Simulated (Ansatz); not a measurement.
# Geometry relaxation, with input and output: AlZnHClF (part 1 of 2)

System: AlZnHClF.
Method: RKS B3LYP/def2-SVPD (Ansatz 0.2.0).

It belongs to a series of runs on one base structure; here: end point B relaxed. Figures and captions count atoms from 1; the log counts them from 0 in places.

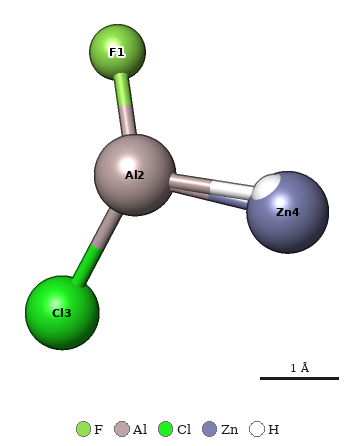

*The input geometry (ball-and-stick view, seen at a tilt; atoms are numbered from 1 in the order of the input). Sticks mark near contacts.*

Bond lengths as drawn: Al–Cl 2.20 Å, Al–F 1.81 Å, Al–H 1.97 Å, Al–Zn 2.12 Å and H–Zn 0.29 Å.

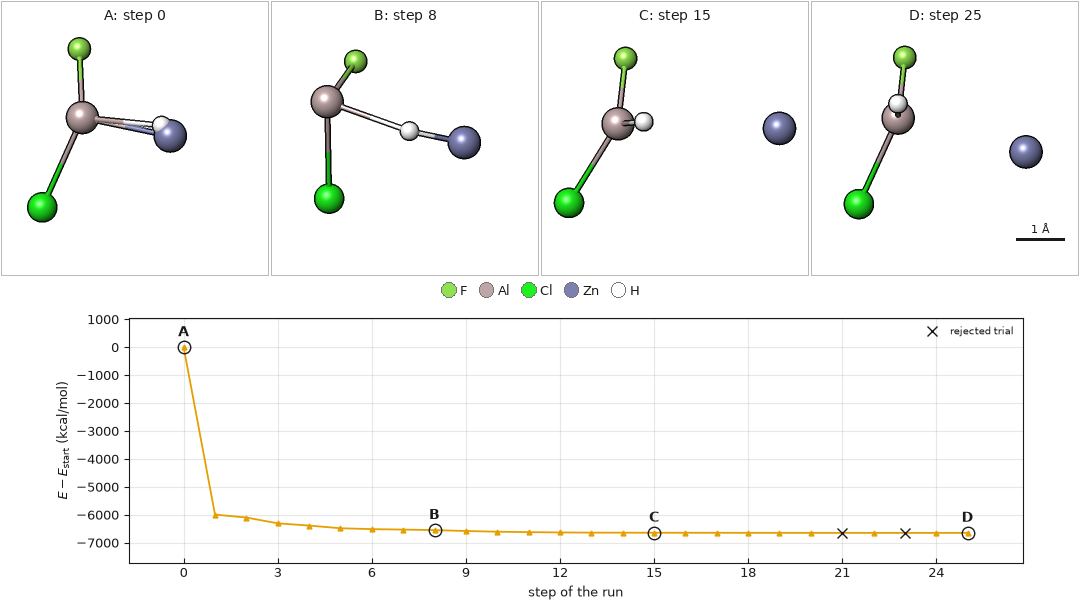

*Frames of the relaxation (ball-and-stick view, seen at a tilt) above the curves, on which the letters mark them (the first geometry is step 0 here and step 1 in the log).*

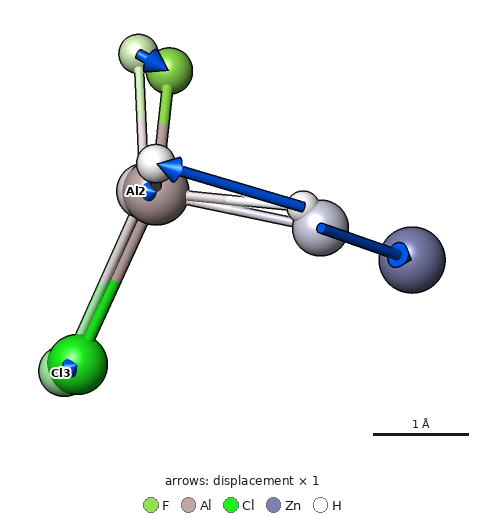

*Start (faint) and end (solid) with the displacements as blue arrows, at true length (ball-and-stick view, seen at a tilt). The two geometries are laid on each other by the best rigid fit.*

The largest move after the best rigid fit is that of H5, 1.75 Å. By element the largest moves are H 1.75 Å, Zn 1.54 Å, F 0.40 Å, Al 0.21 Å, Cl 0.21 Å. Among the contacts that change: Zn4–H5 0.294 → 3.449 Å, Al2–Zn4 2.124 → 2.811 Å, Al2–H5 1.972 → 1.566 Å, F1–Al2 1.807 → 1.687 Å. Bonds break: Zn4–H5 (0.29 → 3.45 Å). Among the angles that change: Cl3–Al2–H5 115.2° → 120.6°, F1–Al2–H5 114.4° → 119.5°, F1–Al2–Cl3 118.6° → 116.5°. After 25 geometry steps the energy has fallen by 6645.0 kcal/mol. Largest force component: 2300 eV/Å at the start, 0.0028 eV/Å at the end. The line search rejected the trial steps at points 21, 23 (counted from 0) and went back. (Atoms are counted from 1 in the order of the input.)

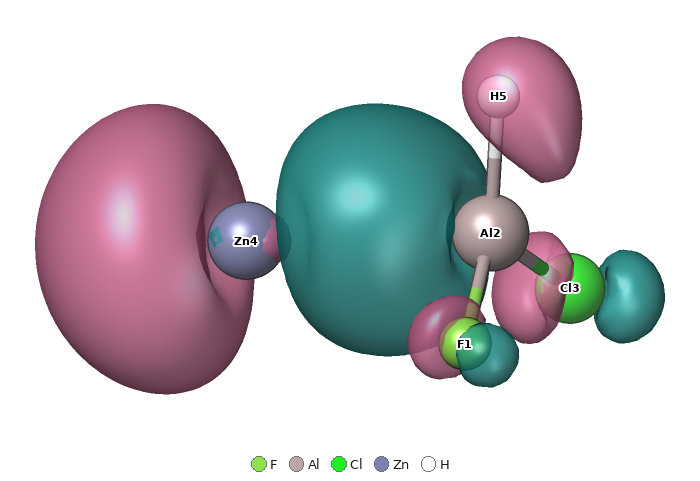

*One frontier orbital at ±0.1 Å⁻³ᐟ² (teal and pink are the two phases), seen from the side.*

The LUMO, at −2.61 eV. Its weight (Hirshfeld) is mainly on Zn4 (60 %) and Al2 (25 %).

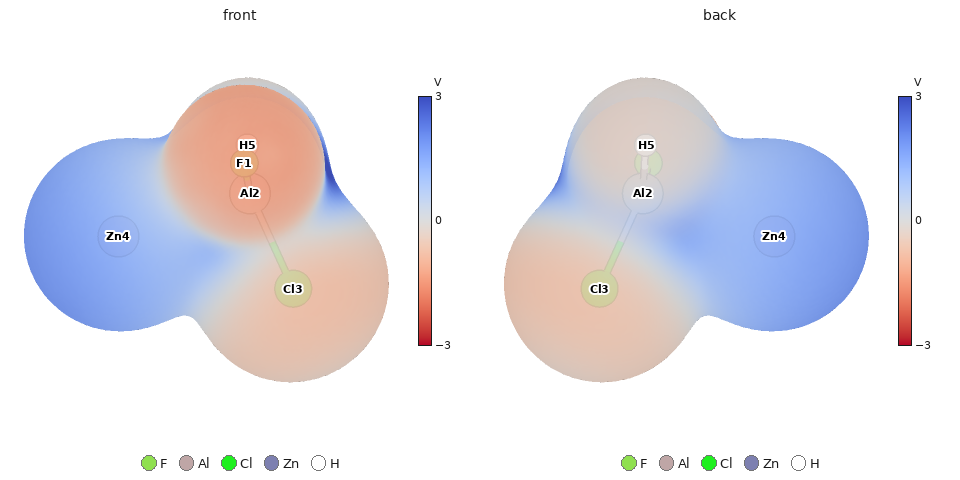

*The molecular electrostatic potential painted on the density surface at 0.002 e/bohr³, seen face on and from behind; the colour scale runs from red (negative) to blue (positive).*

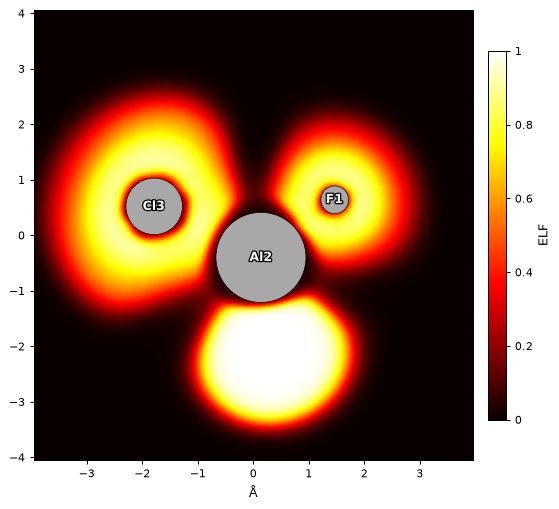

*Electron localisation function on the plane of atoms F1, Al2 and Cl3. Grey discs, where drawn, cover atomic cores.*

Atoms in the plane: F, Al and Cl. Al–F (1.69 Å): the ELF peaks at about 0.85 in the valence shell of F, 0.6 Å from its nucleus, and is about 0.30 at the midpoint. Al–Cl (2.13 Å): the ELF peaks at about 0.90 in the valence shell of Cl, 0.9 Å from its nucleus, and is about 0.80 at the midpoint.

The input that produced these results follows, with the program's output.

**Input**
```yaml
crystal:
  periodic: [false, false, false]
  atoms:
    - { symbol: F, position_ang: [0.24644, 0.33888, 2.05988] }
    - { symbol: Al, position_ang: [-0.0842, -0.4022, 0.4457] }
    - { symbol: Cl, position_ang: [-1.07895, -2.35752, 0.36953] }
    - { symbol: Zn, position_ang: [-0.9301, 0.8687, -1.0308] }
    - { symbol: H, position_ang: [-0.6514, 0.8826, -0.9388] }
basis:
  gaussian: { orbitals: def2-SVPD }
hamiltonian:
  xc: b3lyp
relax:
  f_tol: 0.015
  max_steps: 40
output:
  orbitals: {}
```

Launched with:
```bash
ansatz run input.yaml --threads 2 --pin off --max-ram 3072MiB --backend cpu --events-out ev --progress --plain --runs-dir out
```

**Output**
```
The last accepted step is kept in [file] (removed where the run ends without a failure and the disk answers)
Engine: ansatz 0.2.0, x86_64-unknown-linux-gnu
Functional definition: B3LYP
  parameter a0 = 0.2
  parameter ax = 0.72
  parameter ac = 0.81
  exchange = (1 - a0 - ax)*slater_x + ax*b88_x + a0*exact_x
  correlation = (1 - ac)*vwn_rpa_c + ac*lyp_c
1118 factors; integrals over basis functions are off by at most 3.7e-4 eV
mean field evaluation 1: about -69968.3766 eV, gradient 7.8e1 eV
mean field evaluation 2: about -69855.1840 eV, gradient 2.3e2 eV
mean field evaluation 4: about -69975.6874 eV, gradient 1.5e1 eV
mean field evaluation 8: about -69976.0652 eV, gradient 8.1e-1 eV
mean field evaluation 16: about -69976.0662 eV, gradient 2.4e-4 eV
mean field -69976.06619596 eV, -2571.5730012204 hartree, gradient 4.5e-5 eV, S^2 0.000000; 0 other end points of the search recorded, 0 dependent functions left out
the calculation of the forces begins
reference -69976.06643545 eV, -2571.5730100214 hartree; 35, 35 occupied and 81, 81 virtual orbitals, 1118 factors
relax step   1: F+E_penalty+E_count = -69976.06619596 eV  Δ(F+E_penalty+E_count) = +0.000e0 eV  max|allowed force component| = 2.282e3 eV/Å  Δτ_max = 0.0000 Å  (31 SCF iters, accepted)
these checks for a lower state are left out or cut short: starts, cluster_reference, orbital_swaps, neighbouring_geometries, increment
1118 factors; integrals over basis functions are off by at most 4.6e-4 eV
mean field -70235.84778234 eV, -2581.1197984333 hartree, gradient 1.6e-5 eV, S^2 0.000000; 0 other end points of the search recorded, 0 dependent functions left out
[... from here on the field's lines of each further geometry are left out, up to the last ...]
relax step   2: F+E_penalty+E_count = -70235.84778234 eV  Δ(F+E_penalty+E_count) = -2.598e2 eV  max|allowed force component| = 1.188e2 eV/Å  Δτ_max = 0.1958 Å  (43 SCF iters, accepted)
relax step   3: F+E_penalty+E_count = -70240.37998753 eV  Δ(F+E_penalty+E_count) = -4.532e0 eV  max|allowed force component| = 1.008e2 eV/Å  Δτ_max = 0.1948 Å  (38 SCF iters, accepted)
relax step   4: F+E_penalty+E_count = -70249.36835132 eV  Δ(F+E_penalty+E_count) = -8.988e0 eV  max|allowed force component| = 5.797e1 eV/Å  Δτ_max = 0.1947 Å  (37 SCF iters, accepted)
relax step   5: F+E_penalty+E_count = -70252.86390245 eV  Δ(F+E_penalty+E_count) = -3.496e0 eV  max|allowed force component| = 4.279e1 eV/Å  Δτ_max = 0.1972 Å  (38 SCF iters, accepted)
relax step   6: F+E_penalty+E_count = -70257.03530836 eV  Δ(F+E_penalty+E_count) = -4.171e0 eV  max|allowed force component| = 2.313e1 eV/Å  Δτ_max = 0.1880 Å  (38 SCF iters, accepted)
relax step   7: F+E_penalty+E_count = -70258.39995726 eV  Δ(F+E_penalty+E_count) = -1.365e0 eV  max|allowed force component| = 1.374e1 eV/Å  Δτ_max = 0.1970 Å  (39 SCF iters, accepted)
relax step   8: F+E_penalty+E_count = -70259.09607000 eV  Δ(F+E_penalty+E_count) = -6.961e-1 eV  max|allowed force component| = 1.173e1 eV/Å  Δτ_max = 0.0943 Å  (35 SCF iters, accepted)
relax step   9: F+E_penalty+E_count = -70259.93736474 eV  Δ(F+E_penalty+E_count) = -8.413e-1 eV  max|allowed force component| = 7.805e0 eV/Å  Δτ_max = 0.1383 Å  (41 SCF iters, accepted)
relax step  10: F+E_penalty+E_count = -70261.29731815 eV  Δ(F+E_penalty+E_count) = -1.360e0 eV  max|allowed force component| = 3.451e0 eV/Å  Δτ_max = 0.2000 Å  (37 SCF iters, accepted)
relax step  11: F+E_penalty+E_count = -70262.40126864 eV  Δ(F+E_penalty+E_count) = -1.104e0 eV  max|allowed force component| = 2.374e0 eV/Å  Δτ_max = 0.2000 Å  (38 SCF iters, accepted)
relax step  12: F+E_penalty+E_count = -70263.04427224 eV  Δ(F+E_penalty+E_count) = -6.430e-1 eV  max|allowed force component| = 1.137e0 eV/Å  Δτ_max = 0.1994 Å  (36 SCF iters, accepted)
relax step  13: F+E_penalty+E_count = -70263.54576969 eV  Δ(F+E_penalty+E_count) = -5.015e-1 eV  max|allowed force component| = 1.205e0 eV/Å  Δτ_max = 0.1957 Å  (35 SCF iters, accepted)
relax step  14: F+E_penalty+E_count = -70263.85057362 eV  Δ(F+E_penalty+E_count) = -3.048e-1 eV  max|allowed force component| = 6.785e-1 eV/Å  Δτ_max = 0.1950 Å  (35 SCF iters, accepted)
relax step  15: F+E_penalty+E_count = -70263.90337974 eV  Δ(F+E_penalty+E_count) = -5.281e-2 eV  max|allowed force component| = 4.970e-1 eV/Å  Δτ_max = 0.1586 Å  (30 SCF iters, accepted)
relax step  16: F+E_penalty+E_count = -70264.00118142 eV  Δ(F+E_penalty+E_count) = -9.780e-2 eV  max|allowed force component| = 1.653e-1 eV/Å  Δτ_max = 0.1997 Å  (29 SCF iters, accepted)
relax step  17: F+E_penalty+E_count = -70264.05238521 eV  Δ(F+E_penalty+E_count) = -5.120e-2 eV  max|allowed force component| = 1.467e-1 eV/Å  Δτ_max = 0.2000 Å  (29 SCF iters, accepted)
relax step  18: F+E_penalty+E_count = -70264.09349218 eV  Δ(F+E_penalty+E_count) = -4.111e-2 eV  max|allowed force component| = 2.662e-1 eV/Å  Δτ_max = 0.1947 Å  (30 SCF iters, accepted)
relax step  19: F+E_penalty+E_count = -70264.13093176 eV  Δ(F+E_penalty+E_count) = -3.744e-2 eV  max|allowed force component| = 5.512e-1 eV/Å  Δτ_max = 0.1907 Å  (28 SCF iters, accepted)
relax step  20: F+E_penalty+E_count = -70264.17624171 eV  Δ(F+E_penalty+E_count) = -4.531e-2 eV  max|allowed force component| = 4.389e-1 eV/Å  Δτ_max = 0.1947 Å  (29 SCF iters, accepted)
relax step  21: F+E_penalty+E_count = -70264.21439537 eV  Δ(F+E_penalty+E_count) = -3.815e-2 eV  max|allowed force component| = 2.695e-1 eV/Å  Δτ_max = 0.1938 Å  (29 SCF iters, accepted)
relax step  22: F+E_penalty+E_count = -70264.19056152 eV  Δ(F+E_penalty+E_count) = +2.383e-2 eV  max|allowed force component| = 3.268e-1 eV/Å  Δτ_max = 0.1256 Å  (29 SCF iters, rejected (line search))
relax step  23: F+E_penalty+E_count = -70264.21991098 eV  Δ(F+E_penalty+E_count) = -5.516e-3 eV  max|allowed force component| = 6.963e-2 eV/Å  Δτ_max = 0.0628 Å  (30 SCF iters, accepted)
relax step  24: F+E_penalty+E_count = -70264.21974648 eV  Δ(F+E_penalty+E_count) = +1.645e-4 eV  max|allowed force component| = 8.775e-2 eV/Å  Δτ_max = 0.0337 Å  (29 SCF iters, rejected (line search))
relax step  25: F+E_penalty+E_count = -70264.22094247 eV  Δ(F+E_penalty+E_count) = -1.031e-3 eV  max|allowed force component| = 2.644e-2 eV/Å  Δτ_max = 0.0167 Å  (31 SCF iters, accepted)
the calculation of the forces begins
reference -70264.22141159 eV, -2582.1625100762 hartree; 35, 35 occupied and 81, 81 virtual orbitals, 1118 factors
relax step  26: F+E_penalty+E_count = -70264.22114477 eV  Δ(F+E_penalty+E_count) = -2.023e-4 eV  max|allowed force component| = 2.786e-3 eV/Å  Δτ_max = 0.0130 Å  (31 SCF iters, accepted)
1118 factors; integrals over basis functions are off by at most 7.7e-4 eV
mean field evaluation 224: about -70264.2211 eV, gradient 6.0e-5 eV
mean field -70264.22114477 eV, -2582.1625002706 hartree, gradient 7.2e-6 eV, S^2 0.000000; 1 other end points of the search recorded, 0 dependent functions left out
the calculation of the forces begins
reference -70264.22141159 eV, -2582.1625100762 hartree; 35, 35 occupied and 81, 81 virtual orbitals, 1118 factors
Total energy: -70264.22141159 eV, -2582.1625100762 hartree
Atom 0 at    -0.188311     0.595732     1.766120 Å, force    -0.000536    -0.000144    -0.002786 eV/Å
Atom 1 at    -0.090879    -0.289747     0.333492 Å, force    -0.000122    -0.001430    -0.001759 eV/Å
Atom 2 at    -1.083039    -2.176558     0.313517 Å, force     0.000098     0.000367     0.000975 eV/Å
Atom 3 at    -2.190808     1.180534    -0.819055 Å, force    -0.000021     0.000475     0.001458 eV/Å
Atom 4 at     1.054828     0.020499    -0.688563 Å, force     0.000580     0.000732     0.002111 eV/Å
Dipole moment:    -0.345932     0.440751    -0.521565 e Å
```
